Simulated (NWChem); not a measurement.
# C2H4Cl2 (1,2-dichloroethane): levels of theory compared

We compute a comparison of 4 runs (HF/3-21G, B3LYP/6-31G*, PBE0/6-31G*, PBE0/def2-SVP) of C2H4Cl2 (1,2-dichloroethane). The job is set up through an ASE script.

The results are computed with NWChem 7.3.0.

4 further runs of the same task are left out: 2 that didn't finish, 2 set aside as unsound or not needed. Runs told in other sessions of the task aren't counted.

### 1 Starting point

C2H4Cl2 has 8 atoms, charge 0, and is taken as a singlet. SMILES: `ClCCCl`. The shape is that of a PBE0-D4/def2-TZVP optimisation. This is one conformer, not always the lowest.

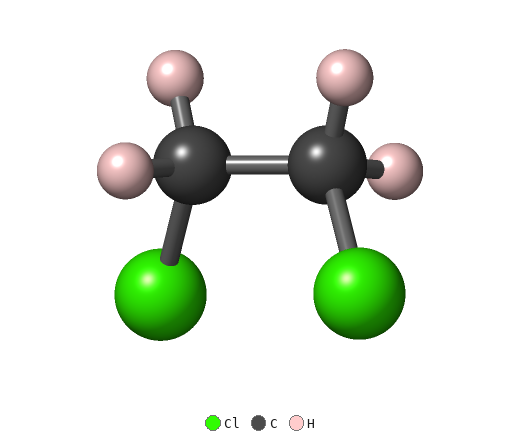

Viewed from a chosen angle; chlorine green, carbon dark grey, hydrogen pink.

### 2 Energy and forces at HF/3-21G (run 1)

File mymol.xyz:

```xyz
8
C2H4Cl2
Cl    -2.043530     0.146710    -0.469250
C     -0.462920     0.562090     0.226000
C      0.627600    -0.371560    -0.222240
Cl     0.432340    -2.010930     0.432390
H     -0.226170     1.575680    -0.101920
H     -0.570340     0.551100     1.309740
H      1.589520     0.001780     0.133100
H      0.653500    -0.454880    -1.307840
```

File run.py:

```python
from ase.io import read
from ase.calculators.nwchem import NWChem

mol = read('mymol.xyz')

calc = NWChem(
    label='mymol',
    theory='scf',
    memory='2200 mb',
    basis='3-21G',
    basispar='spherical bse',
    scf={'nopen': '0', 'rhf': None, 'thresh': '1e-08', 'maxiter': '80'},
)
mol.calc = calc

forces = mol.get_forces()
print("Total energy (eV):", round(mol.get_potential_energy(), 6))
print("forces (eV/A):")
for s, f in zip(mol.symbols, forces):
    print(f"{s:2s} {f[0]:10.5f} {f[1]:10.5f} {f[2]:10.5f}")
print("dipole (e A):", mol.get_dipole_moment().round(4))
```

Launch:

```console
$ export ASE_NWCHEM_COMMAND="nwchem PREFIX.nwi > PREFIX.nwo"
$ python run.py
```

The log of the run:

```text
Total energy (eV): -26999.571481
forces (eV/A):
Cl   -1.88158   -0.49586   -0.85402
C     1.70845    1.15314    1.30566
C     0.91840    1.88668   -1.24549
Cl   -0.23438   -1.95260    0.80568
H    -0.12172   -0.44274    0.14038
H     0.04942   -0.00478   -0.47355
H    -0.41744   -0.18121   -0.15272
H    -0.02113    0.03738    0.47401
dipole (e A): [0.4823 0.558  0.011 ]
```

The calculator wrote mymol.nwi:

```
title "mymol"

permanent_dir mymol

scratch_dir mymol

start mymol

geometry units angstrom nocenter noautosym noautoz
  Cl -2.0435300000000001e+00 1.4671000000000001e-01 -4.6925000000000000e-01
  C  -4.6292000000000000e-01 5.6208999999999998e-01 2.2600000000000001e-01
  C  6.2760000000000005e-01 -3.7156000000000000e-01 -2.2223999999999999e-01
  Cl 4.3234000000000000e-01 -2.0109300000000001e+00 4.3239000000000000e-01
  H  -2.2617000000000001e-01 1.5756800000000000e+00 -1.0192000000000000e-01
  H  -5.7033999999999996e-01 5.5110000000000003e-01 1.3097399999999999e+00
  H  1.5895200000000000e+00 1.7799999999999999e-03 1.3310000000000000e-01
  H  6.5349999999999997e-01 -4.5488000000000001e-01 -1.3078399999999999e+00
end

memory 2200 mb

basis spherical bse noprint
   * library 3-21G
end

scf
  nopen 0
  rhf
  thresh 1e-08
  maxiter 80
end

task scf gradient
```

mymol.nwo:

```text
Northwest Computational Chemistry Package (NWChem) 7.3.0
             --------------------------------------------------------

           Job information
           ---------------

    nwchem branch   = 7.3.0
    use scalapack   = T
    input           = mymol.nwi
    prefix          = mymol.
    data base       = mymol/mymol.db
    status          = startup
    nproc           =        1

           Memory information
           ------------------

[... 5 lines left out ...]
    hardfail = no
[... 135 lines left out ...]
         Quadratically convergent ROHF
[... 14 lines left out ...]
       Final RHF  results
[... 4 lines left out ...]
      Two-electron energy =    578.592073625931
[... 44 lines left out ...]
                       ROHF Final Molecular Orbital Analysis
[... 227 lines left out ...]
                 ----------------------------------------
                 |  Time  |  1-e(secs)   |  2-e(secs)   |
                 ----------------------------------------
                 |  CPU   |       0.00   |       0.43   |
                 ----------------------------------------
                 |  WALL  |       0.00   |       0.43   |
                 ----------------------------------------

 Task  times  cpu:        3.0s     wall:        3.0s
 Total times  cpu:        3.0s     wall:        3.0s
```

Run time: 4.5 s. Hardware: 1 thread of Intel Xeon Platinum 8259CL at 2.50GHz (Skylake/Cascade Lake), shared host; peak memory 0.097 GiB.

### 3 Energy and gradient at B3LYP/6-31G(d) (spherical functions) (run 2)

File run.py:

```python
from ase import Atoms
from ase.calculators.nwchem import NWChem

system = Atoms('ClCCClHHHH', positions=[
    [-2.043530, 0.146710, -0.469250],
    [-0.462920, 0.562090, 0.226000],
    [0.627600, -0.371560, -0.222240],
    [0.432340, -2.010930, 0.432390],
    [-0.226170, 1.575680, -0.101920],
    [-0.570340, 0.551100, 1.309740],
    [1.589520, 0.001780, 0.133100],
    [0.653500, -0.454880, -1.307840],
])

calc = NWChem(
    label='m1',
    theory='dft',
    memory='2200 mb',
    basis='6-31G*',
    basispar='spherical bse',
    dft={'xc': 'b3lyp', 'mult': '1', 'grid': 'xfine', 'convergence': 'energy 1e-08', 'iterations': '100', 'mulliken': None},
)
system.calc = calc

forces = system.get_forces()
e = system.get_potential_energy()
print(f"E = {e:.6f} eV")
print("forces (eV/A):")
for s, f in zip(system.symbols, forces):
    print(f"{s:2s} {f[0]:10.5f} {f[1]:10.5f} {f[2]:10.5f}")
print("dipole (e A):", system.get_dipole_moment().round(4))
```

Launch:

```console
$ export ASE_NWCHEM_COMMAND="nwchem PREFIX.nwi > PREFIX.nwo"
$ python run.py
```

The log of the run:

```text
E = -27184.370120 eV
forces (eV/A):
Cl   -0.63527   -0.10778   -0.25680
C     0.16609    0.31985    0.23253
C     0.29676    0.21608   -0.22178
Cl   -0.01954   -0.64997    0.24189
H     0.04962    0.09343    0.00355
H     0.02638    0.03270    0.09760
H     0.08541    0.06273   -0.00046
H     0.03044    0.03301   -0.09647
dipole (e A): [0.3872 0.4479 0.0089]
```

The calculator wrote m1.nwi:

```
title "m1"

permanent_dir m1

scratch_dir m1

start m1

geometry units angstrom nocenter noautosym noautoz
  Cl -2.0435300000000001e+00 1.4671000000000001e-01 -4.6925000000000000e-01
  C  -4.6292000000000000e-01 5.6208999999999998e-01 2.2600000000000001e-01
  C  6.2760000000000005e-01 -3.7156000000000000e-01 -2.2223999999999999e-01
  Cl 4.3234000000000000e-01 -2.0109300000000001e+00 4.3239000000000000e-01
  H  -2.2617000000000001e-01 1.5756800000000000e+00 -1.0192000000000000e-01
  H  -5.7033999999999996e-01 5.5110000000000003e-01 1.3097399999999999e+00
  H  1.5895200000000000e+00 1.7799999999999999e-03 1.3310000000000000e-01
  H  6.5349999999999997e-01 -4.5488000000000001e-01 -1.3078399999999999e+00
end

memory 2200 mb

basis spherical bse noprint
   * library 6-31G*
end

dft
  xc b3lyp
  mult 1
  grid xfine
  convergence energy 1e-08
  iterations 100
  mulliken
end

task dft gradient
```

m1.nwo:

```text
Northwest Computational Chemistry Package (NWChem) 7.3.0
             --------------------------------------------------------

           Job information
           ---------------

    nwchem branch   = 7.3.0
    use scalapack   = T
    input           = m1.nwi
    prefix          = m1.
    data base       = m1/m1.db
    status          = startup
    nproc           =        1

           Memory information
           ------------------

[... 5 lines left out ...]
    hardfail = no
[... 106 lines left out ...]
  convergence criterion.
[... 42 lines left out ...]
          Spatial weights used:  Erf1
[... 32 lines left out ...]
 1-e energy   =   -1777.904346
[... 46 lines left out ...]
           Coulomb energy =      647.121145799705
[... 584 lines left out ...]
          Convergence on density requested:  1.00D-05
[... 28 lines left out ...]
          total energy or number of iterations.
[... 36 lines left out ...]
                 ----------------------------------------
                 |  Time  |  1-e(secs)   |  2-e(secs)   |
                 ----------------------------------------
                 |  CPU   |       0.01   |       2.81   |
                 ----------------------------------------
                 |  WALL  |       0.01   |       2.81   |
                 ----------------------------------------

 Task  times  cpu:       38.4s     wall:       38.4s
 Total times  cpu:       38.5s     wall:       38.5s
```

Wall time 40 s (1 thread of Intel Xeon Platinum 8259CL at 2.50GHz (Skylake/Cascade Lake), shared host); peak memory 0.14 GiB.

Run 3 isn't shown in full; the table further down has it.

### 4 Energy and forces at PBE0/def2-SVP (run 4)

File run.xyz:

```xyz
8
C2H4Cl2
Cl    -2.043530     0.146710    -0.469250
C     -0.462920     0.562090     0.226000
C      0.627600    -0.371560    -0.222240
Cl     0.432340    -2.010930     0.432390
H     -0.226170     1.575680    -0.101920
H     -0.570340     0.551100     1.309740
H      1.589520     0.001780     0.133100
H      0.653500    -0.454880    -1.307840
```

File run.py:

```python
from ase.io import read
from ase.calculators.nwchem import NWChem

molecule = read('run.xyz')

calc = NWChem(
    label='run',
    theory='dft',
    memory='2200 mb',
    basis='def2-SVP',
    basispar='spherical bse',
    dft={'xc': 'pbe0', 'mult': '1', 'grid': 'xfine', 'convergence': 'energy 1e-08', 'iterations': '100', 'mulliken': None},
)
molecule.calc = calc

forces = molecule.get_forces()
print(f"energy = {molecule.get_potential_energy():.6f} eV")
print("forces (eV/A):")
for s, f in zip(molecule.symbols, forces):
    print(f"{s:2s} {f[0]:10.5f} {f[1]:10.5f} {f[2]:10.5f}")
print("dipole (e A):", molecule.get_dipole_moment().round(4))
```

Launch:

```console
$ export ASE_NWCHEM_COMMAND="nwchem PREFIX.nwi > PREFIX.nwo"
$ python run.py
```

The log of the run:

```text
energy = -27164.373979 eV
forces (eV/A):
Cl   -0.13745   -0.05446   -0.04829
C    -0.05739   -0.16404   -0.24189
C    -0.15874   -0.08567    0.23711
Cl   -0.03492   -0.14511    0.04438
H     0.07991    0.29352   -0.05914
H     0.01322    0.01322    0.33059
H     0.27778    0.12017    0.06736
H     0.01764    0.02242   -0.33013
dipole (e A): [0.3588 0.4152 0.0082]
```

The calculator wrote run.nwi:

```
title "run"

permanent_dir run

scratch_dir run

start run

geometry units angstrom nocenter noautosym noautoz
  Cl -2.0435300000000001e+00 1.4671000000000001e-01 -4.6925000000000000e-01
  C  -4.6292000000000000e-01 5.6208999999999998e-01 2.2600000000000001e-01
  C  6.2760000000000005e-01 -3.7156000000000000e-01 -2.2223999999999999e-01
  Cl 4.3234000000000000e-01 -2.0109300000000001e+00 4.3239000000000000e-01
  H  -2.2617000000000001e-01 1.5756800000000000e+00 -1.0192000000000000e-01
  H  -5.7033999999999996e-01 5.5110000000000003e-01 1.3097399999999999e+00
  H  1.5895200000000000e+00 1.7799999999999999e-03 1.3310000000000000e-01
  H  6.5349999999999997e-01 -4.5488000000000001e-01 -1.3078399999999999e+00
end

memory 2200 mb

basis spherical bse noprint
   * library def2-SVP
end

dft
  xc pbe0
  mult 1
  grid xfine
  convergence energy 1e-08
  iterations 100
  mulliken
end

task dft gradient
```

run.nwo:

```text
Northwest Computational Chemistry Package (NWChem) 7.3.0
             --------------------------------------------------------

           Job information
           ---------------

    nwchem branch   = 7.3.0
    use scalapack   = T
    input           = run.nwi
    prefix          = run.
    data base       = run/run.db
    status          = startup
    nproc           =        1

           Memory information
           ------------------

[... 5 lines left out ...]
    hardfail = no
[... 106 lines left out ...]
  convergence criterion.
[... 41 lines left out ...]
          Spatial weights used:  Erf1
[... 32 lines left out ...]
 1-e energy   =   -1777.480759
[... 45 lines left out ...]
           Coulomb energy =      647.018104782162
[... 671 lines left out ...]
          Convergence on density requested:  1.00D-05
[... 27 lines left out ...]
          total energy or number of iterations.
[... 36 lines left out ...]
                 ----------------------------------------
                 |  Time  |  1-e(secs)   |  2-e(secs)   |
                 ----------------------------------------
                 |  CPU   |       0.01   |       2.07   |
                 ----------------------------------------
                 |  WALL  |       0.01   |       2.07   |
                 ----------------------------------------

 Task  times  cpu:       38.5s     wall:       38.5s
 Total times  cpu:       38.6s     wall:       38.6s
```

Run time: 41 s. Hardware: 1 thread of Intel Xeon Platinum 8259CL at 2.50GHz (Skylake/Cascade Lake), shared host; peak memory 0.14 GiB.

### 5 The series

```csv
run,level,iteration cap,module,energy (Eh),dipole moment (D),HOMO energy (eV),LUMO energy (eV),wall time
1,HF/3-21G,80,scf,-992.215959,3.54,-11.94,4.91,4.5 s
2,B3LYP/6-31G* (spherical functions),100,dft,-999.007184,2.84,-8.10,0.45,40 s
3,PBE0/6-31G* (spherical functions),100,dft,-998.581922,2.90,-8.42,0.67,41 s
4,PBE0/def2-SVP,100,dft,-998.272339,2.64,-8.26,0.94,41 s
```

### 6 Results

| quantity | value |
| --- | --- |
| run 4: total energy | -998.27234 Eh |
| run 4: dipole moment | 2.64 D |
| run 4: HOMO energy | -8.26 eV |
| run 4: LUMO energy | 0.94 eV |
| run 4: HOMO–LUMO gap | 9.20 eV |
| run 4: largest force on an atom | 0.331 eV/Å |

In words: The dipole moment (its size) runs from 2.64 D (PBE0/def2-SVP) to 3.54 D (HF/3-21G). The two ends differ in method and basis. The HOMO–LUMO gap runs from 8.55 eV (B3LYP/6-31G*) to 16.85 eV (HF/3-21G). Totals of different functionals can't be ranked against each other. All runs together took 2.1 min, the longest 41 s.
